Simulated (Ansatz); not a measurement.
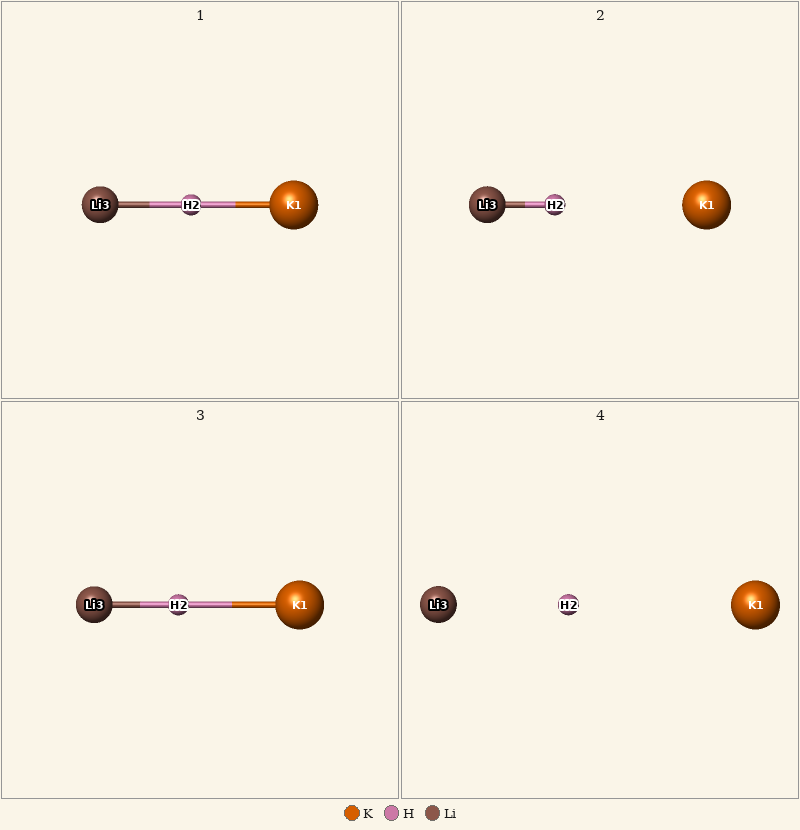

The system K⁺ + HLi. The first coordinate is: distance K1–H2; the second: distance H2–Li3. Nothing is relaxed (the angle K1–H2–Li3 is fixed at 180 degrees). Grid: 17 × 17 points. Points are written as (first, second). Energies: eV, counted from the lowest grid point. The restricted reference is unstable at some or all points, so the energies there are unreliable. All numbers below come from RHF-CCSD(T), frozen core/def2-TZVPD in Ansatz.

The numbered pictures are structures from this grid.

> Rank them by energy, lowest first.

3, at (2.401 Å, 1.668 Å): 0.00 eV; 1, at (2.033 Å, 1.801 Å): 0.29 eV; 2, at (3.008 Å, 1.337 Å): 0.55 eV; 4, at (3.704 Å, 2.575 Å): 1.50 eV.

The map, with the structures marked:

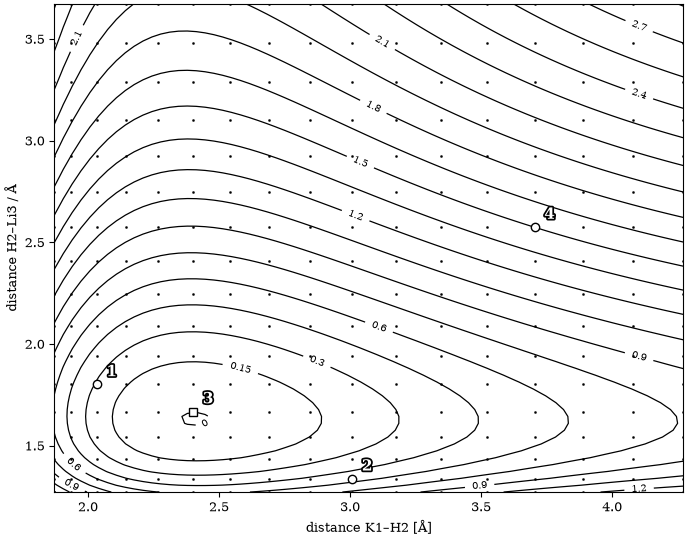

The picture shows contour lines labelled in eV, dots at the grid points. Between grid points the surface is interpolated.
